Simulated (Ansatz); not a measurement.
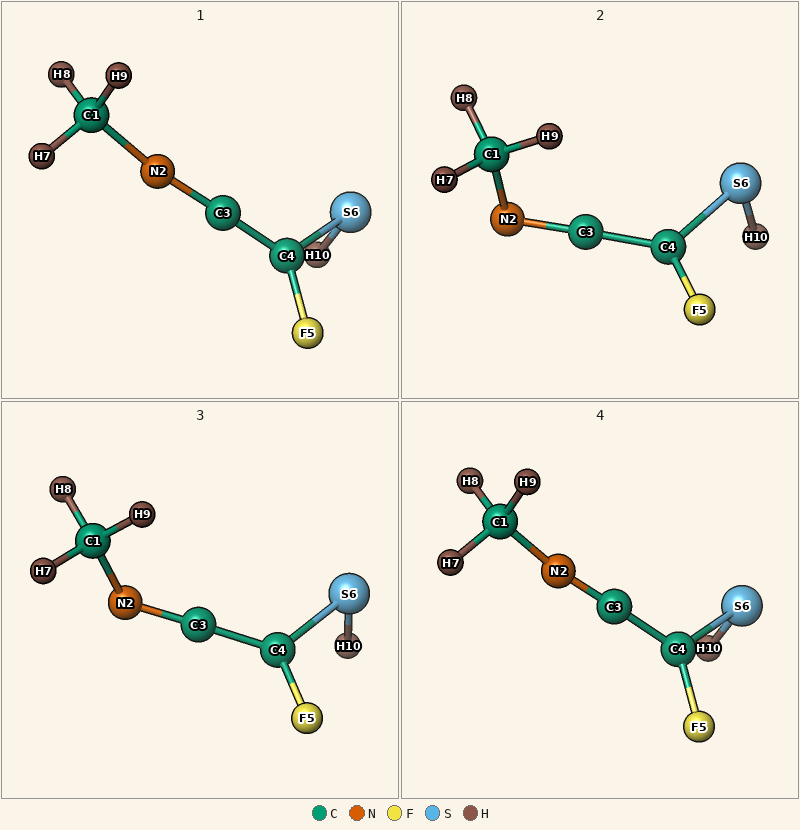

C₃H₄FNS, SMILES CN=C=C(F)S. The first coordinate is: angle C1–N2–C3; the second: change of the bonds N2–C1, N2–C3, all alike. Nothing is relaxed (all other coordinates rigid). The scan uses a 9 × 9 grid. Points are written as (first, second). Energies are in eV, from the lowest grid point. Computed with RKS BHLYP-D4/def2-SVP in Ansatz.

The numbered pictures are structures from this grid.

Question: Rank them by energy, lowest first.

Answer: 3, at (125.0°, −0.007 Å): 0.00 eV; 2, at (102.5°, 0.040 Å): 0.40 eV; 4, at (170.0°, −0.099 Å): 0.81 eV; 1, at (170.0°, 0.086 Å): 1.27 eV.

The map, with the structures marked:

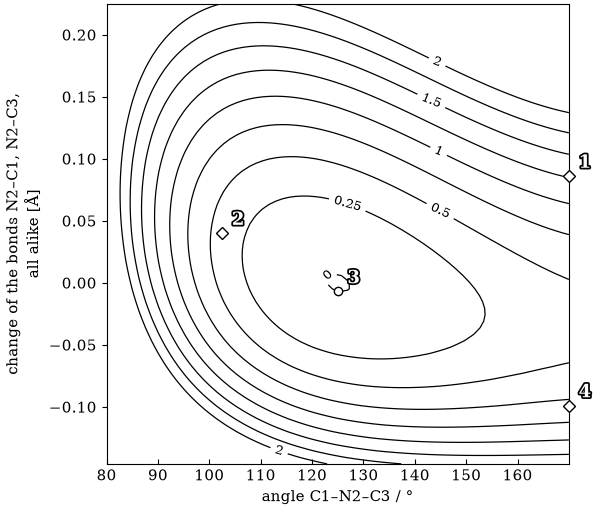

Drawn: contour lines labelled in eV (none above 2). Between grid points the surface is interpolated.
